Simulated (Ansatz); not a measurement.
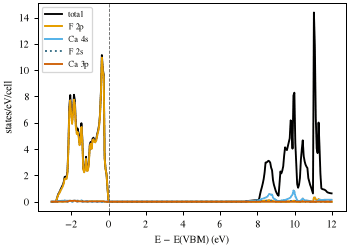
Figure: Total and projected density of states of CaF2 (fluorite, Fm-3m), PBEsol (plane waves, PAW; program Ansatz)

### Question
Which orbitals carry the states next to the gap?

### Answer
Top 1 eV of the valence band: F 2p 98 %. Bottom 1 eV of the conduction band: Ca 4s 41 %, F 2s 9 %, outside the projected shells 46 %. Projections are on Löwdin-orthogonalised atomic valence shells; empty p or d shells of many metals are not among them.

### Question
Where is the tallest occupied peak in this window, and what makes it?

### Answer
Near -0.4 eV, about 11 states/eV per cell; the largest projected share is F 2p.

Symmetry was held in the PBEsol relaxation.

Potentials: the later of the program's two PAW sets.
